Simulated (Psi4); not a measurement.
## Single-point calculation, with input and output: SnNH4F

SnNH4F, multiplicity 3, SMILES [NH2][SnH2][F], computed with wB97X-V/def2-SVP, UKS, core potentials def2 (Psi4 1.11).

The geometry is that of the parent species in another charge or spin state. The geometry comes from this level: PBE0-D4/def2-TZVP.

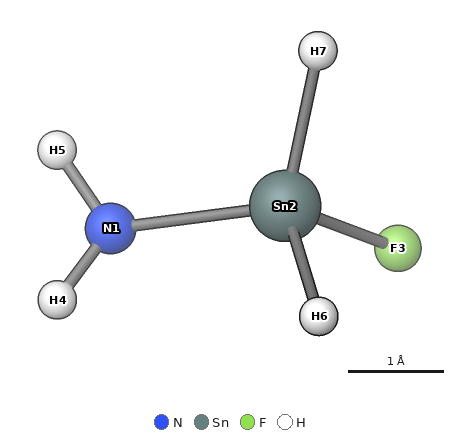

*The structure (ball-and-stick view, seen at a tilt; atoms are numbered from 1 in the order of the input). Sticks mark near contacts.*

Bond lengths as drawn: F–Sn 1.93 Å, H–N 1.01 Å, H–Sn 1.70 Å and N–Sn 1.99 Å.

Summary:

| quantity | value |
| --- | --- |
| outcome | converged |
| total energy | −370.830419 hartree |
| basis functions | 74 |
| ⟨S²⟩ | 2.008 |
| dipole moment | 3.05 D |
| hardware | 1 thread of AMD EPYC (Zen 5), 24 GiB of memory available, shared host |
| wall time | 2.9 min |
| peak memory | 0.99 GiB |

The input (input.json):
```
{
 "schema_name": "qcschema_input",
 "schema_version": 1,
 "molecule": {
  "schema_name": "qcschema_molecule",
  "schema_version": 2,
  "symbols": ["N", "Sn", "F", "H", "H", "H", "H"],
  "geometry": [-1.55826816, 0.16686282, -1.78201174, 0.94051669, -0.12302117, 1.02593231, 0.44200694, -3.45347449, 2.40448752, -2.99370413, 1.40104295, -1.56771679, -0.88722642, 0.23716063, -3.56345655, 0.21372802, 1.83511304, 3.46537977, 3.95878726, -0.19237412, -0.06916398],
  "molecular_charge": 0,
  "molecular_multiplicity": 3,
  "fix_symmetry": "c1"
 },
 "driver": "energy",
 "model": {
  "method": "wb97x-v",
  "basis": "def2-SVP"
 },
 "keywords": {
  "reference": "uks",
  "puream": true,
  "e_convergence": 1e-09,
  "d_convergence": 1e-08,
  "scf_type": "pk",
  "dft_radial_points": 99,
  "dft_spherical_points": 590,
  "maxiter": 100
 }
}
```

Run as:
```bash
psi4 --qcschema input.json -n 1 --memory 2200MB
```

What the program printed:
```
Psi4 1.11 release

   => Loading Basis Set <=

    Name: DEF2-SVP
    Role: ORBITAL
    Keyword: BASIS

    !!!  WARNING: ECP capability is in beta. Please check occupations closely.  !!!

         ---------------------------------------------------------
                                   SCF
                              UKS Reference
                        1 Threads,   2098 MiB Core
         ---------------------------------------------------------

  ==> Geometry <==

    Molecular point group: c1
    Full point group: C1

    Geometry (in Bohr), charge = 0, multiplicity = 3:

       Center              X                  Y                   Z               Mass
    ------------   -----------------  -----------------  -----------------  -----------------
         N           -2.193185694358     0.642969561255    -2.686786386468    14.003074004430
         SN           0.305599155642     0.353085571255     0.121157663532   119.902201630000
         F           -0.192910594358    -2.977367748745     1.499712873532    18.998403162730
         H           -3.628621664358     1.877149691255    -2.472491436468     1.007825032230
         H           -1.522143954358     0.713267371255    -4.468231196468     1.007825032230
         H           -0.421189514358     2.311219781255     2.560605123532     1.007825032230
         H            3.323869725642     0.283732621255    -0.973938626468     1.007825032230

  Running in c1 symmetry.

  Rotational constants: A =      0.36173  B =      0.17799  C =      0.12976 [cm^-1]
  Rotational constants: A =  10844.29565  B =   5336.01342  C =   3890.17915 [MHz]
  Nuclear repulsion =  145.283382864976971

  Charge       = 0
  Multiplicity = 3
  Electrons    = 42
  Nalpha       = 22
  Nbeta        = 20

  ==> Algorithm <==

  SCF Algorithm Type is PK.
  DIIS enabled.
  MOM disabled.
  Fractional occupation disabled.
  Guess Type is SAD.
  Energy threshold   = 1.00e-09
  Density threshold  = 1.00e-08
  Integral threshold = 1.00e-12

  ==> Primary Basis <==

  Basis Set: DEF2-SVP
    Blend: DEF2-SVP
    Number of shells: 34
    Number of basis functions: 74
    Number of Cartesian functions: 78
    Spherical Harmonics?: true
    Max angular momentum: 2

  Core potential: DEF2-SVP
    Number of shells: 4
    Number of ECP primitives: 18
    Number of ECP core electrons: 28
    Max angular momentum: 3

  ==> DFT Potential <==

   => LibXC <=

    Version 7.1.2

   => Composite Functional: WB97X-V <=

    wB97X-V Hyb-GGA Exchange-Correlation Functional

    Deriv               =              1
    GGA                 =           TRUE
    Meta                =          FALSE

    Exchange Hybrid     =           TRUE
    MP2 Hybrid          =          FALSE

   => Exchange-Correlation Functionals <=

    1.0000   wB97X-V range-separated functional

   => Exact (HF) Exchange <=

    0.8330            HF,LR [omega = 0.3000]
    0.1670               HF

   => LibXC Density Thresholds  <==

    XC_HYB_GGA_XC_WB97X_V:  1.00E-14

   => VV10 Non-Local Parameters <=

    VV10 B              =     6.0000E+00
    VV10 C              =     1.0000E-02

   => Molecular Quadrature <=

    Radial Scheme          =       TREUTLER
    Pruning Scheme         =           NONE
    Nuclear Scheme         =       TREUTLER

    Blocking Scheme        =         OCTREE
    BS radius alpha        =              1
    Pruning alpha          =              1
    Radial Points          =             99
    Spherical Points       =            590
    Total Points           =         390089
    Total Blocks           =           2849
    Max Points             =            256
    Max Functions          =             73
    Weights Tolerance      =       1.00E-15

  ==> Integral Setup <==

  Using in-core PK algorithm.
   Calculation information:
      Number of atoms:                   7
      Number of AO shells:              34
      Number of primitives:             67
      Number of atomic orbitals:        78
      Number of basis functions:        74

      Integral cutoff                 1.00e-12
      Number of threads:                 1

  Performing in-core PK
  Using 11555100 doubles for integral storage.
  We computed 169035 shell quartets total.
  Whereas there are 177310 unique shell quartets.

  Computing range-separated integrals for PK
  We computed 169035 wK shell quartets total.
  Whereas there are 177310 wK unique shell quartets.

  ==> DiskJK: Disk-Based J/K Matrices <==

    J tasked:                  Yes
    K tasked:                  Yes
    wK tasked:                 Yes
    Omega:               3.000E-01
    Memory [MiB]:              910
    Schwarz Cutoff:          1E-12

  Cached 100.0% of DFT collocation blocks in 0.648 [GiB].

  Minimum eigenvalue in the overlap matrix is 2.3444178843E-02.
  Reciprocal condition number of the overlap matrix is 5.0936087972E-03.
    Using symmetric orthogonalization.

  ==> Pre-Iterations <==

  SCF Guess: Superposition of Atomic Densities via on-the-fly atomic UHF (no occupation information).

   -------------------------
    Irrep   Nso     Nmo
   -------------------------
     A         74      74
   -------------------------
    Total      74      74
   -------------------------

  ==> Iterations <==

                        Total Energy        Delta E     RMS |[F,P]|

   @UKS iter SAD:  -369.00622466036708   -3.69006e+02   0.00000e+00
   @UKS iter   1:  -370.49863972377960   -1.49242e+00   1.12757e-02 ADIIS/DIIS
   @UKS iter   2:  -370.08337163687219    4.15268e-01   1.63667e-02 ADIIS/DIIS
   @UKS iter   3:  -370.78631073306508   -7.02939e-01   3.22532e-03 ADIIS/DIIS
   @UKS iter   4:  -370.81729225880093   -3.09815e-02   1.31113e-03 ADIIS/DIIS
   @UKS iter   5:  -370.82408503038812   -6.79277e-03   6.01904e-04 ADIIS/DIIS
   @UKS iter   6:  -370.82680647075307   -2.72144e-03   2.85600e-04 ADIIS/DIIS
   @UKS iter   7:  -370.82860080511074   -1.79433e-03   2.17221e-04 ADIIS/DIIS
   @UKS iter   8:  -370.83059488631682   -1.99408e-03   1.79848e-04 ADIIS/DIIS
   @UKS iter   9:  -370.83204770084865   -1.45281e-03   1.93389e-04 ADIIS/DIIS
   @UKS iter  10:  -370.83275227828062   -7.04577e-04   2.05567e-04 ADIIS/DIIS
   @UKS iter  11:  -370.83170980825389    1.04247e-03   1.91014e-04 ADIIS/DIIS
   @UKS iter  12:  -370.83050327047636    1.20654e-03   1.74459e-04 ADIIS/DIIS
   @UKS iter  13:  -370.82984913694514    6.54134e-04   1.83472e-04 ADIIS/DIIS
   @UKS iter  14:  -370.82972720956030    1.21927e-04   2.21468e-04 ADIIS/DIIS
   @UKS iter  15:  -370.82970809753846    1.91120e-05   2.74673e-04 ADIIS/DIIS
   @UKS iter  16:  -370.82992605861210   -2.17961e-04   8.82663e-05 DIIS
   @UKS iter  17:  -370.83005624741168   -1.30189e-04   3.83866e-05 DIIS
   @UKS iter  18:  -370.83017383200843   -1.17585e-04   4.41866e-05 DIIS
   @UKS iter  19:  -370.83025043110581   -7.65991e-05   7.23207e-05 DIIS
   @UKS iter  20:  -370.83036230920771   -1.11878e-04   1.74561e-05 DIIS
   @UKS iter  21:  -370.83041250472593   -5.01955e-05   2.81628e-05 DIIS
   @UKS iter  22:  -370.83041768163923   -5.17691e-06   6.13851e-06 DIIS
   @UKS iter  23:  -370.83041905703681   -1.37540e-06   3.99389e-06 DIIS
   @UKS iter  24:  -370.83041951517453   -4.58138e-07   3.05063e-06 DIIS
   @UKS iter  25:  -370.83041907664727    4.38527e-07   1.78583e-06 DIIS
   @UKS iter  26:  -370.83041899313406    8.35132e-08   9.15414e-07 DIIS
   @UKS iter  27:  -370.83041903640986   -4.32758e-08   6.00657e-07 DIIS
   @UKS iter  28:  -370.83041905814912   -2.17393e-08   4.27467e-07 DIIS
   @UKS iter  29:  -370.83041907101386   -1.28647e-08   2.91944e-07 DIIS
   @UKS iter  30:  -370.83041907549227   -4.47841e-09   1.51791e-07 DIIS
   @UKS iter  31:  -370.83041907485494    6.37328e-10   9.17603e-08 DIIS
   @UKS iter  32:  -370.83041907445562    3.99325e-10   5.87623e-08 DIIS
   @UKS iter  33:  -370.83041907434813    1.07491e-10   4.08071e-08 DIIS
   @UKS iter  34:  -370.83041907430703    4.10978e-11   2.45299e-08 DIIS
   @UKS iter  35:  -370.83041907432710   -2.00657e-11   1.04816e-08 DIIS
   @UKS iter  36:  -370.83041907433841   -1.13118e-11   5.52753e-09 DIIS
  Energy and wave function converged.

  ==> Post-Iterations <==

   Electrons on quadrature grid:
      Nalpha   =   21.9999963655 ; deviation = -3.635e-06
      Nbeta    =   19.9999968213 ; deviation = -3.179e-06
      Ntotal   =   41.9999931868 ; deviation = -6.813e-06

   @Spin Contamination Metric:   8.262927288E-03
   @S^2 Expected:                2.000000000E+00
   @S^2 Observed:                2.008262927E+00
   @S   Expected:                1.000000000E+00
   @S   Observed:                1.000000000E+00

    Orbital Energies [Eh]
    ---------------------

    Alpha Occupied:

       1A    -24.714024     2A    -14.391292     3A     -5.222673
       4A     -3.578018     5A     -3.567613     6A     -3.564859
       7A     -1.244885     8A     -1.165994     9A     -1.164141
      10A     -1.157483    11A     -1.149571    12A     -1.134468
      13A     -0.941874    14A     -0.670789    15A     -0.589538
      16A     -0.531331    17A     -0.516416    18A     -0.505586
      19A     -0.482022    20A     -0.464185    21A     -0.360452
      22A     -0.154585

    Alpha Virtual:

      23A      0.071841    24A      0.088261    25A      0.139447
      26A      0.184940    27A      0.210794    28A      0.258205
      29A      0.276786    30A      0.344024    31A      0.362722
      32A      0.418484    33A      0.484388    34A      0.511962
      35A      0.528397    36A      0.696784    37A      0.714104
      38A      0.727006    39A      0.796305    40A      0.809199
      41A      0.929768    42A      0.987067    43A      0.994063
      44A      1.078603    45A      1.340555    46A      1.371893
      47A      1.389473    48A      1.397193    49A      1.521192
      50A      1.549834    51A      1.591275    52A      1.667214
      53A      1.691674    54A      1.826232    55A      1.854742
      56A      1.867567    57A      1.958951    58A      1.985587
      59A      2.251051    60A      2.253464    61A      2.641675
      62A      2.711955    63A      2.839307    64A      3.218662
      65A      3.223846    66A      3.225081    67A      3.239981
      68A      3.255956    69A      3.338324    70A      3.450243
      71A     15.048830    72A     15.210444    73A     15.621305
      74A     52.138267

    Beta Occupied:

       1A    -24.709128     2A    -14.389081     3A     -5.218917
       4A     -3.574040     5A     -3.564157     6A     -3.562207
       7A     -1.233615     8A     -1.159878     9A     -1.156633
      10A     -1.153404    11A     -1.145613    12A     -1.127768
      13A     -0.936582    14A     -0.621755    15A     -0.581897
      16A     -0.496843    17A     -0.484097    18A     -0.468845
      19A     -0.432050    20A     -0.349252

    Beta Virtual:

      21A     -0.180493    22A      0.083453    23A      0.094305
      24A      0.131462    25A      0.172937    26A      0.189594
      27A      0.215318    28A      0.263328    29A      0.298762
      30A      0.354074    31A      0.374702    32A      0.433326
      33A      0.492033    34A      0.550258    35A      0.550688
      36A      0.706263    37A      0.733646    38A      0.757323
      39A      0.833313    40A      0.867303    41A      0.933953
      42A      0.994010    43A      1.001744    44A      1.086771
      45A      1.368605    46A      1.382474    47A      1.397895
      48A      1.405338    49A      1.576153    50A      1.612457
      51A      1.631982    52A      1.725932    53A      1.742992
      54A      1.853747    55A      1.864911    56A      1.904624
      57A      1.981850    58A      2.056600    59A      2.254653
      60A      2.256991    61A      2.646610    62A      2.716275
      63A      2.842413    64A      3.221963    65A      3.234971
      66A      3.236559    67A      3.252913    68A      3.260580
      69A      3.345969    70A      3.453439    71A     15.054062
      72A     15.215458    73A     15.624911    74A     52.140628

    Final Occupation by Irrep:
              A
    DOCC [    20 ]
    SOCC [     2 ]
    NA   [    22 ]
    NB   [    20 ]

  @UKS Final Energy:  -370.83041907433841

   => Energetics <=

    Nuclear Repulsion Energy =            145.2833828649769714
    One-Electron Energy =                -881.9798300487287861
    Two-Electron Energy =                 391.3407083747677007
    DFT Exchange-Correlation Energy =     -25.6392289751093578
    Empirical Dispersion Energy =           0.0000000000000000
    VV10 Nonlocal Energy =                  0.1645487097550870
    Total Energy =                       -370.8304190743384083

  UHF NO Occupations:
  HONO-2 :   20  A 1.9977838
  HONO-1 :   21  A 1.0000000
  HONO-0 :   22  A 1.0000000
  LUNO+0 :   23  A 0.0022162
  LUNO+1 :   24  A 0.0016324
  LUNO+2 :   25  A 0.0001623
  LUNO+3 :   26  A 0.0000669

Computation Completed

Properties will be evaluated at   0.000000,   0.000000,   0.000000 [a0]

Properties computed using the SCF density matrix

 Multipole Moments:

 ------------------------------------------------------------------------------------
     Multipole            Electronic (a.u.)      Nuclear  (a.u.)        Total (a.u.)
 ------------------------------------------------------------------------------------

 L = 1.  Multiply by 2.5417464519 to convert [e a0] to [Debye]
 Dipole X            :         12.7404514          -12.6133992            0.1270522
 Dipole Y            :         10.4315717           -9.3422708            1.0893009
 Dipole Z            :          7.5155620           -7.9986764           -0.4831143
 Magnitude           :                                                    1.1983815

 ------------------------------------------------------------------------------------

	total time  =        170 seconds =       2.83 minutes

    Psi4 run time: 0:02:50.12
```

File result.json:
```
{
 "driver": "energy",
 "model": {
  "method": "wb97x-v",
  "basis": "def2-SVP"
 },
 "success": true,
 "return_result": -370.8304190743384,
 "properties": {
  "calcinfo_nbasis": 74,
  "calcinfo_nmo": 74,
  "calcinfo_nalpha": 22,
  "calcinfo_nbeta": 20,
  "calcinfo_natom": 7,
  "nuclear_repulsion_energy": 145.28338286497697,
  "return_energy": -370.8304190743384,
  "scf_one_electron_energy": -881.9798300487288,
  "scf_two_electron_energy": 391.3407083747677,
  "scf_vv10_energy": 0.16454870975508698,
  "scf_xc_energy": -25.639228975109358,
  "scf_dipole_moment": [0.12705222061502397, 1.0893008976219978, -0.4831143442160366],
  "scf_total_energy": -370.8304190743384,
  "scf_iterations": 36
 }
}
```
